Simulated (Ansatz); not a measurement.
**Al2H4Se (SMILES [AlH2][AlH][SeH]): r2SCAN/cc-pVDZ**

What is the vertical ionisation energy of Al2H4Se at r2SCAN/cc-pVDZ? 

Program for the calculation: Ansatz 0.2.0.

51 further runs of the same task are left out: 51 set aside as unsound or not needed. Runs told in other sessions of the task aren't counted.

**1. The molecule**

Al2H4Se: 7 atoms, total charge 0, spin state singlet. SMILES: `[AlH2][AlH][SeH]`. The coordinates come from a PBE0-D4/def2-TZVP relaxation. This is one conformer, not always the lowest.

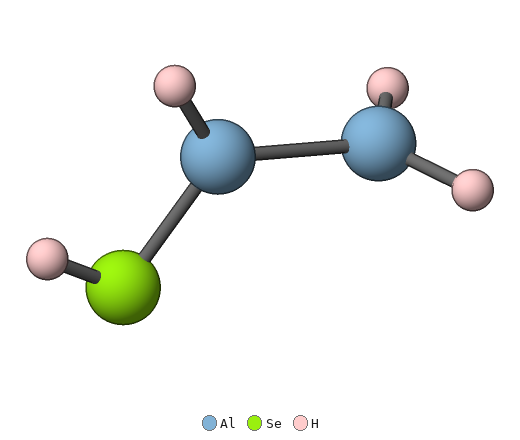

The structure, seen from a chosen angle (aluminium light blue, selenium green, hydrogen pink).

**2. The energy at r2SCAN/cc-pVDZ**

run.yaml

```yaml
crystal:
  periodic: [false, false, false]
  atoms:
    - symbol: Al
      position_ang: [-1.578100, 0.539600, -0.900300]
    - symbol: Al
      position_ang: [0.683400, 0.231600, 0.310300]
    - symbol: Se
      position_ang: [1.280700, -1.943000, 0.899300]
    - symbol: H
      position_ang: [-1.688000, 0.476100, -2.487900]
    - symbol: H
      position_ang: [-2.924300, 0.803000, -0.090900]
    - symbol: H
      position_ang: [1.737000, 1.353100, 0.713600]
    - symbol: H
      position_ang: [2.550600, -1.528300, 1.510400]
basis:
  gaussian: {orbitals: cc-pVDZ}
total_charge: 0
hamiltonian: {xc: r2scan}
accuracy: high
output: {orbitals: {seedname: orbitals}}
```

On the command line:

```
$ ansatz run run.yaml --threads 1 --pin off --max-ram 2610MiB --events-out events.jsonl --progress --plain --runs-dir runs
```

The program printed:

```text
Warning: RAYON_NUM_THREADS=1 ignored (pool sized by the plan → 1); use --threads N
Functional definition: r2SCAN
  name "r2SCAN"
  parameter k0 = 0.174
  parameter k1 = 0.065
  parameter a1 = 4.9479
  exchange = r2scan_x(k0 = k0, k1 = k1, a1 = a1)
  correlation = r2scan_c
1807 factors; integrals over basis functions are off by at most 4.8e-9 eV
mean field evaluation 1: about -78605.1343 eV, gradient 1.5e1 eV
mean field evaluation 2: about -78605.3925 eV, gradient 1.4e1 eV
mean field evaluation 4: about -78606.1171 eV, gradient 9.6e-1 eV
mean field evaluation 8: about -78606.1127 eV, gradient 1.8e-2 eV
mean field evaluation 16: about -78606.1127 eV, gradient 1.5e-6 eV
mean field -78606.11274861 eV, -2888.7213623745 hartree, gradient 7.9e-8 eV, S^2 0.000000; 0 other end points of the search recorded, 0 dependent functions left out
reference -78606.11274957 eV, -2888.7213624099 hartree; 32, 32 occupied and 51, 51 virtual orbitals, 1807 factors
Total energy: -78606.11274957 eV, -2888.7213624099 hartree
```

It took 15 s on 1 thread of Arm Neoverse V2, shared host; peak memory 0.27 GiB.

**3. The doublet cation at the same level**

run.yaml, as its differences from that of step 2:

```diff
@@ -19,3 +19,4 @@
   gaussian: {orbitals: cc-pVDZ}
-total_charge: 0
+total_charge: 1
+magnetization: {spin_polarized: true, initial_magnetization: 1}
 hamiltonian: {xc: r2scan}
```

On the command line:

```
$ ansatz run run.yaml --threads 1 --pin off --max-ram 2610MiB --events-out events.jsonl --progress --plain --runs-dir runs
```

The program printed, cut to the lines that bear on the results:

```text
Warning: RAYON_NUM_THREADS=1 ignored (pool sized by the plan → 1); use --threads N
[... 7 set-up lines as earlier in the session ...]
1802 factors; integrals over basis functions are off by at most 4.8e-9 eV
mean field evaluation 1: about -78594.4080 eV, gradient 1.8e1 eV
mean field evaluation 2: about -78573.3810 eV, gradient 4.8e1 eV
mean field evaluation 4: about -78594.3155 eV, gradient 1.5e1 eV
mean field evaluation 8: about -78597.2034 eV, gradient 2.0e0 eV
mean field evaluation 16: about -78597.2556 eV, gradient 7.8e-5 eV
mean field evaluation 32: about -78597.2518 eV, gradient 2.2e-1 eV
mean field -78597.25558985 eV, -2888.3958677937 hartree, gradient 3.9e-8 eV, S^2 0.759383; 5 other end points of the search recorded, 0 dependent functions left out
reference -78597.25559441 eV, -2888.3958679614 hartree; 32, 31 occupied and 51, 52 virtual orbitals, 1802 factors
Total energy: -78597.25559441 eV, -2888.3958679614 hartree
```

It took 71 s on 1 thread of Arm Neoverse V2, shared host; peak memory 0.45 GiB.

**4. Results**

Level: r2SCAN/cc-pVDZ.

```
                                          quantity           value
                     singlet Al2H4Se: total energy  -2888.72136 Eh
                      singlet Al2H4Se: HOMO energy        -6.31 eV
                      singlet Al2H4Se: LUMO energy        -2.78 eV
                    singlet Al2H4Se: HOMO–LUMO gap         3.53 eV
                      doublet cation: total energy  -2888.39587 Eh
doublet cation: HOMO energy (highest over α and β)       -11.50 eV
 doublet cation: LUMO energy (lowest over α and β)       -11.32 eV
                              doublet cation: ⟨S²⟩           0.759
vertical ionisation energy (to the doublet cation)        8.857 eV
```

**Reading.** The vertical ionisation energy comes to 8.86 eV (204 kcal/mol). The negative HOMO energy of the first species, 6.31 eV, lies 2.55 eV below that difference.
